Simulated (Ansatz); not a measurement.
Input file:

```
crystal:
  periodic: [false, false, false]
  atoms:
    - {symbol: Mo, position_ang: [0.000002, 0.000008, -0.000322]}
    - {symbol: S, position_ang: [0.010761, -0.017664, 2.214286]}
    - {symbol: S, position_ang: [2.084706, 0.010665, -0.747927]}
    - {symbol: S, position_ang: [-1.051899, 1.811926, -0.718528]}
    - {symbol: S, position_ang: [-1.043570, -1.804944, -0.747509]}
basis:
  gaussian: {orbitals: def2-TZVPD, initial_orbitals: start.molden}
total_charge: -2
hamiltonian: {xc: pbe0, dispersion: d4}
scf: {omitted_lower_state_checks: [starts]}
output: {orbitals: {seedname: orbitals}}
```

Command:

```sh
ansatz run in.yaml --threads 4 --pin off --events-out ev --progress --plain --max-ram 3916MiB
```

Geometry: B3LYP-D4/def2-SVPD; core potentials replace the inner electrons of Mo; the highest occupied orbital lies above zero, a sign that basis and functional describe the outermost electron poorly.

Level of theory: RKS PBE0-D4/def2-TZVPD in Ansatz.

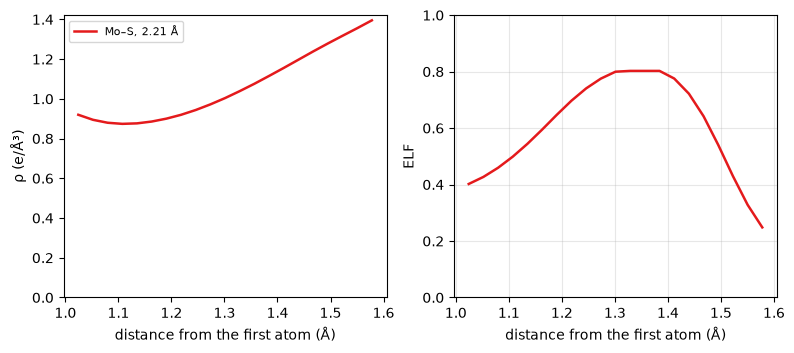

MoS4 (charge −2). Electron density and electron localisation function along straight lines between neighbouring atoms. The curves leave out the atomic cores.

> What can be read from the curves?

Mo–S (2.21 Å): ρ at the midpoint is about 0.87 e/Å³; the ELF peaks at about 0.80 in the valence shell of S, 0.9 Å from its nucleus, and is about 0.50 at the midpoint.
